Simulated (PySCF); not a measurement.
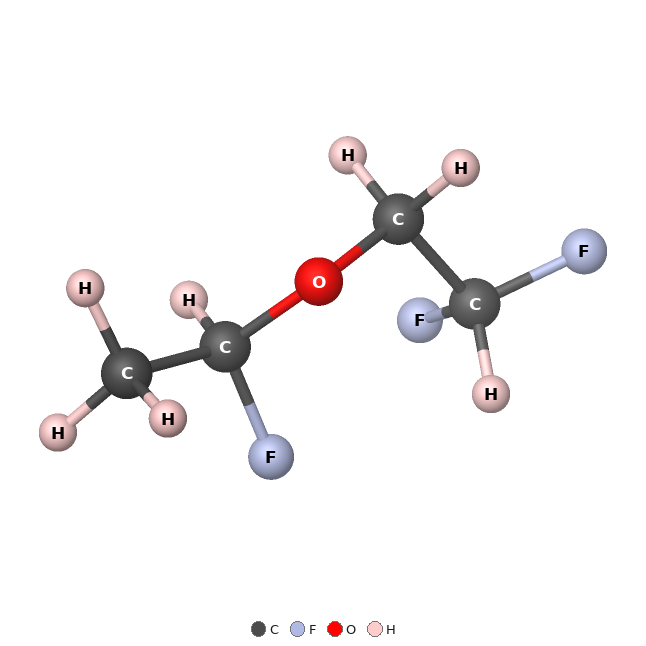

The picture shows a molecular structure as a ball-and-stick model.

The geometry was computed by an optimisation with GFN2-xTB. No frequency run is at hand to confirm it as a minimum.

Description:

It has 15 atoms: 4 carbon, 7 hydrogen, 3 fluorine and 1 oxygen (C4H7F3O). As SMILES it reads `C[C@H](F)OCC(F)F`. It has no ring. Among its groups: ether, C–F bond. This geometry has C1 symmetry. Coordination: 4 C tetrahedral; 1 O bent.

More results for the same structure follow; atom numbers are the same in all pictures, views and colours differ.

Geometry

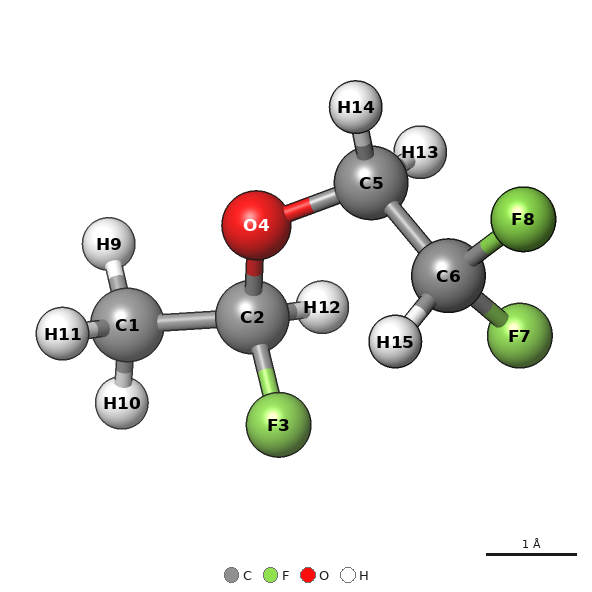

Numbered structure. No frequency run is at hand to confirm it as a minimum.

Which atoms are bonded, and how long are the bonds?

| bond | length (Å) | order |
| --- | --- | --- |
| C1–C2 | 1.516 | single |
| C1–H9 | 1.085 | single |
| C1–H10 | 1.086 | single |
| C1–H11 | 1.086 | single |
| C2–F3 | 1.389 | single |
| C2–O4 | 1.381 | single |
| C2–H12 | 1.104 | single |
| O4–C5 | 1.407 | single |
| C5–C6 | 1.534 | single |
| C5–H13 | 1.099 | single |
| C5–H14 | 1.092 | single |
| C6–F7 | 1.353 | single |
| C6–F8 | 1.355 | single |
| C6–H15 | 1.099 | single |

NMR shielding

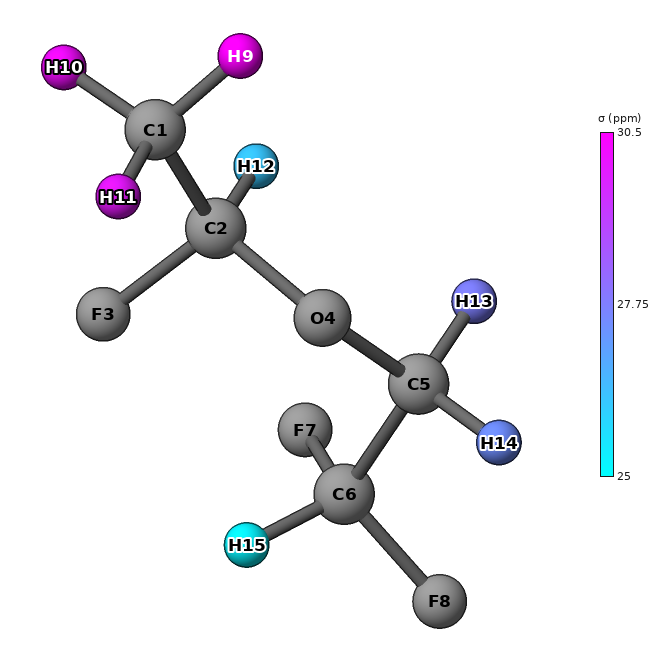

Atoms are coloured by their isotropic NMR shieldings (H only, the others grey). No frequency run is at hand to confirm it as a minimum. Level of theory: GIAO PBE0/pcSseg-1 NMR shielding, non-relativistic, gas phase (PySCF 2.14.0).

List the isotropic NMR shieldings of the H atoms.

```tsv
atom	σ (ppm)
H9	30.45
H10	30.23
H11	29.97
H12	26.22
H13	27.74
H14	27.42
H15	25.23
```

Excitation

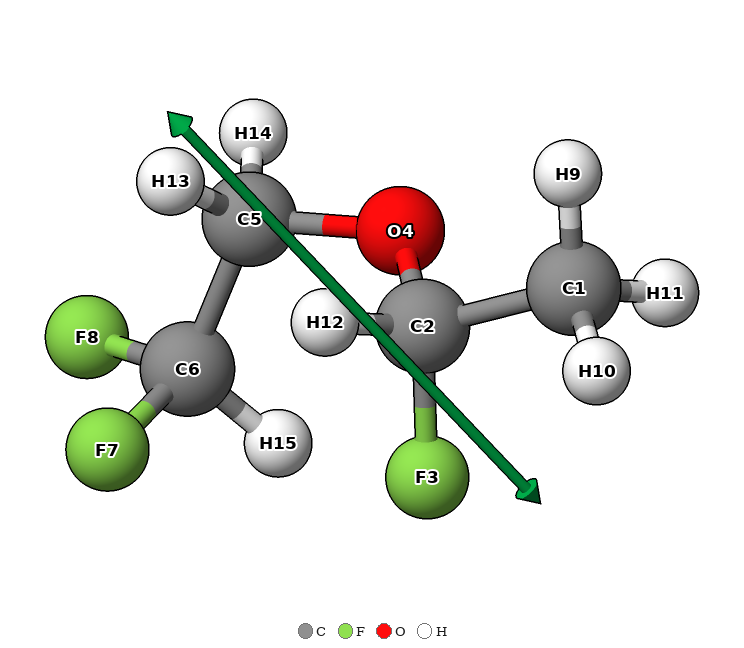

The double arrow shows the direction of the transition dipole to excited singlet state 4 (its length means nothing). No frequency run is at hand to confirm it as a minimum. Method: TDDFT PBE0/def2-SVPD, vertical, gas phase, core orbitals frozen in the response (PySCF 2.14.0).

Question: Where does the transition lie, and how strong is it?

Answer: 9.05 eV (137 nm), oscillator strength 0.057, mainly HOMO → LUMO+2 (weight 0.66); transition dipole 1.29 D.

Polarisability

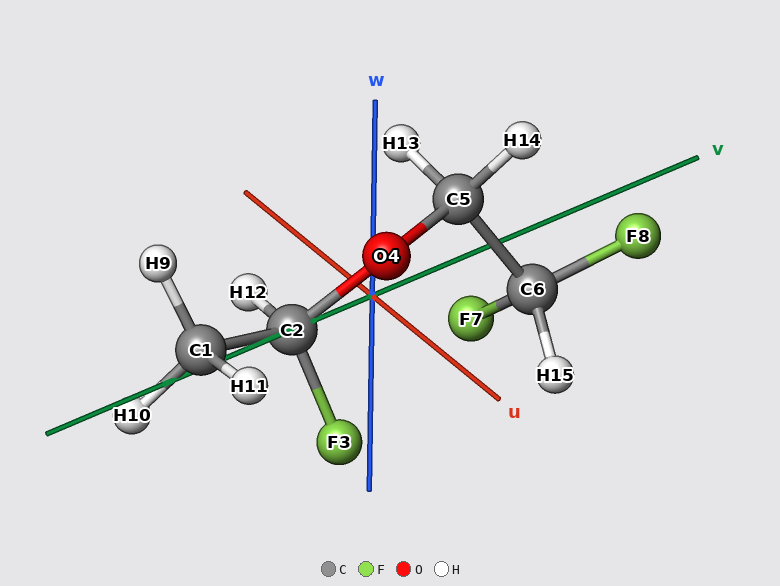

The lines u, v and w are the principal axes of the static dipole polarisability. No frequency run is at hand to confirm it as a minimum. Computed with PBE0/def2-SVPD (PySCF 2.14.0).

Question: Along which axis is the molecule most polarisable, and along which least?

Answer: Most along v (close to the long direction C1···F8), least along u.

Question: Give the three principal values.

Answer: u 51.3, v 66.7, w 53.9 bohr³; mean 57.3, anisotropy 14.3 bohr³.
